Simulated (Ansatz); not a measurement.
**BHBr (SMILES [BH]Br): U-wB97M-V/STO-3G**

What is the electronic atomisation energy of BHBr at U-wB97M-V/STO-3G? 

The calculation is run with Ansatz 0.2.0.

50 further runs of the same task are left out: 6 that didn't finish, 44 set aside as unsound or not needed.

## (1) The molecule

BHBr: 3 atoms, total charge 0, spin state doublet. As SMILES, `[BH]Br`. The shape is that of a PBE0-D4/def2-TZVP optimisation.

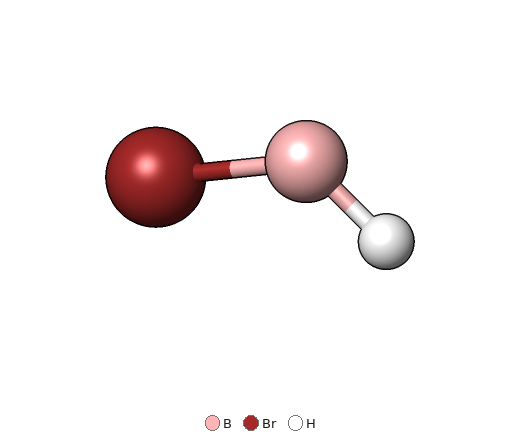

Viewed from a chosen angle; boron pink, bromine red, hydrogen white.

## (2) The energy at U-wB97M-V/STO-3G

Contents of job.yaml:

```yaml
crystal:
  periodic: [false, false, false]
  atoms:
    - {symbol: B, position_ang: [-0.094500, -0.523000, -0.115700]}
    - {symbol: Br, position_ang: [1.181000, 0.563200, 0.709800]}
    - {symbol: H, position_ang: [-1.097400, -0.105000, -0.607300]}
basis:
  gaussian: {orbitals: STO-3G}
magnetization: {spin_polarized: true, initial_magnetization: 1}
hamiltonian: {xc: {name: wB97M-V}}
accuracy: high
```

The run is started by

```console
$ ansatz run job.yaml --threads 1 --pin off --max-ram 2610MiB --events-out events.jsonl --progress --plain --runs-dir runs
```

The program printed:

```text
Warning: RAYON_NUM_THREADS=1 ignored (pool sized by the plan → 1); use --threads N
Functional definition: wB97M-V
  name "wB97M-V"
  parameter omega = 0.3/bohr
  parameter cx = 0.15
  parameter cx01 = 1.007
  parameter cx10 = 0.259
  parameter css00 = 0.443
  parameter css04 = -1.437
  parameter css10 = -4.535
  parameter css20 = -3.390
  parameter css43 = 4.278
  parameter cos00 = 1.000
  parameter cos10 = 1.358
  parameter cos20 = 2.924
  parameter cos21 = -8.812
  parameter cos60 = -1.390
  parameter cos61 = 9.142
  parameter b = 6.0
  parameter c = 0.01
  gx(w, u) = 1 - cx + cx01*u + cx10*w
  gss(w, u) = css00 + css04*u^4 + css10*w + css20*w^2 + css43*w^4*u^3
  gos(w, u) = cos00 + cos10*w + (cos20 + cos21*u)*w^2 + (cos60 + cos61*u)*w^6
  exchange = spin_sum(e_x_unif_sr(omega)*gx(b97_w, b97_u_x)) + cx*exact_x_sr(omega) + exact_x_lr(omega)
  correlation = spin_sum(e_c_pw_mod_same_spin*gss(b97_w, b97_u_same))
      + integral(e_c_pw_mod_opposite_spin*gos(b97_w_opposite, b97_u_opposite)) + vv10(b, c)
321 factors; integrals over basis functions are off by at most 9.4e-9 eV
111 factors; integrals over basis functions are off by at most 9.9e-10 eV
mean field evaluation 1: about -69963.6074 eV, gradient 8.9e0 eV
mean field evaluation 2: about -69964.4151 eV, gradient 4.5e0 eV
mean field evaluation 4: about -69964.6336 eV, gradient 2.1e-1 eV
mean field evaluation 8: about -69964.6122 eV, gradient 4.8e-3 eV
mean field evaluation 16: about -69964.6122 eV, gradient 1.3e-6 eV
mean field -69964.61219011 eV, -2571.1520742690 hartree, gradient 3.2e-8 eV, S^2 0.752771; 0 other end points of the search recorded, 0 dependent functions left out
reference -69964.61219196 eV, -2571.1520743370 hartree; 21, 20 occupied and 3, 4 virtual orbitals, 321 factors
Total energy: -69964.61219196 eV, -2571.1520743370 hartree
```

Run time: 18 s. Hardware: 1 thread of Arm Neoverse V1, shared host; peak memory 0.41 GiB.

## (3) The B atom at the same level

Contents of in.yaml:

```yaml
crystal:
  periodic: [false, false, false]
  atoms:
    - {symbol: B, position_ang: [0.000000, 0.000000, 0.000000]}
basis:
  gaussian:
    orbitals: STO-3G
magnetization:
  spin_polarized: true
  initial_magnetization: 1
hamiltonian:
  xc: {name: wB97M-V}
accuracy: high
```

Run the same way, it converges to -24.27434 Eh (log not shown).

## (4) The Br atom at the same level

Contents of molecule.yaml:

```yaml
crystal:
  periodic: [false, false, false]
  atoms:
    - {symbol: Br, position_ang: [0.000000, 0.000000, 0.000000]}
basis:
  gaussian:
    orbitals: STO-3G
magnetization:
  spin_polarized: true
  initial_magnetization: 1
hamiltonian:
  xc: {name: wB97M-V}
accuracy: high
```

The run is started by

```console
$ ansatz run molecule.yaml --threads 1 --pin off --max-ram 2610MiB --events-out events.jsonl --progress --plain --runs-dir runs
```

The program printed, cut to the lines that bear on the results:

```text
Warning: RAYON_NUM_THREADS=1 ignored (pool sized by the plan → 1); use --threads N
[... 2 set-up lines as earlier in the session ...]
[...]
  gx(w, u) = 1 - cx + cx01*u + cx10*w
  gss(w, u) = css00 + css04*u^4 + css10*w + css20*w^2 + css43*w^4*u^3
  gos(w, u) = cos00 + cos10*w + (cos20 + cos21*u)*w^2 + (cos60 + cos61*u)*w^6
[...]
      + integral(e_c_pw_mod_opposite_spin*gos(b97_w_opposite, b97_u_opposite)) + vv10(b, c)
139 factors; integrals over basis functions are off by at most 4.2e-9 eV
46 factors; integrals over basis functions are off by at most 2.5e-9 eV
[...]
mean field -69281.42868652 eV, -2546.0455435907 hartree, gradient 5.8e-10 eV, S^2 0.750000; 0 other end points of the search recorded, 0 dependent functions left out
reference -69281.42868762 eV, -2546.0455436308 hartree; 18, 17 occupied and 0, 1 virtual orbitals, 139 factors
Total energy: -69281.42868762 eV, -2546.0455436308 hartree
```

It took 5.1 s on 1 thread of Arm Neoverse V1, shared host; peak memory 0.26 GiB.

## (5) The H atom

Contents of run.yaml:

```yaml
crystal:
  periodic: [false, false, false]
  atoms:
    - {symbol: H, position_ang: [0.000000, 0.000000, 0.000000]}
basis:
  gaussian: {orbitals: STO-3G}
magnetization: {spin_polarized: true, initial_magnetization: 1}
hamiltonian: {xc: {name: wB97M-V}}
accuracy: high
```

Run the same way, it converges to -0.45654 Eh (log not shown).

## (6) Outcome

At U-wB97M-V/STO-3G:

```
                     quantity           value
       molecule: total energy  -2571.15207 Eh
               molecule: ⟨S²⟩           0.753
         B atom: total energy    -24.27434 Eh
                 B atom: ⟨S²⟩           0.750
        Br atom: total energy  -2546.04554 Eh
                Br atom: ⟨S²⟩           0.750
         H atom: total energy     -0.45654 Eh
                 H atom: ⟨S²⟩           0.750
electronic atomisation energy       10.222 eV
```

In words: Taking the molecule apart into free atoms costs 10.22 eV (986 kJ/mol), before zero-point energy and without spin-orbit coupling. In a minimal basis such a difference can be off by several eV, whatever the method.
